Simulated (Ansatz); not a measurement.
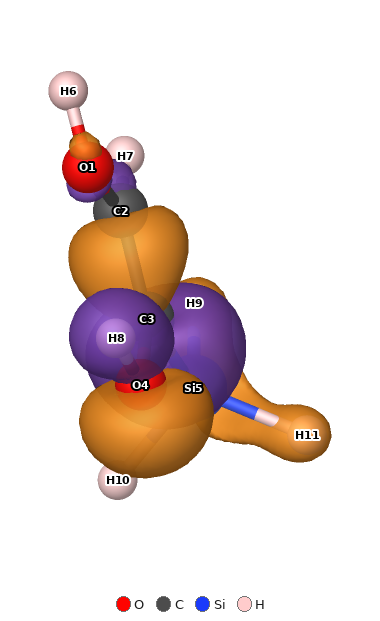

The picture shows: C2H6O2Si. The HOMO−1 at ±0.15 Å⁻³ᐟ² (orange and purple are the two phases), seen at an oblique angle.

Method: RKS r2SCAN/def2-SVP (Ansatz 0.2.0).

```yaml
atoms:
  - { symbol: O, position_ang: [-1.1475, 0.3656, 1.9720] }
  - { symbol: C, position_ang: [-0.1856, 0.5182, 1.0051] }
  - { symbol: C, position_ang: [-0.2377, -0.2746, -0.0886] }
  - { symbol: O, position_ang: [-1.2314, -1.2059, -0.2350] }
  - { symbol: Si, position_ang: [1.0135, -0.1785, -1.4725] }
  - { symbol: H, position_ang: [-1.0178, 1.0180, 2.6688] }
  - { symbol: H, position_ang: [0.5923, 1.2715, 1.1576] }
  - { symbol: H, position_ang: [-1.8025, -1.1407, 0.5481] }
  - { symbol: H, position_ang: [1.9955, 0.8913, -1.1216] }
  - { symbol: H, position_ang: [0.3547, 0.1555, -2.7711] }
  - { symbol: H, position_ang: [1.7318, -1.4775, -1.6424] }
```

**What is the character of this orbital?**

Its weight (Hirshfeld) is mainly on O4 (about 30 %), C3 (about 25 %), Si5 (about 20 %) and C2 (about 10 %). Its energy is −8.17 eV.
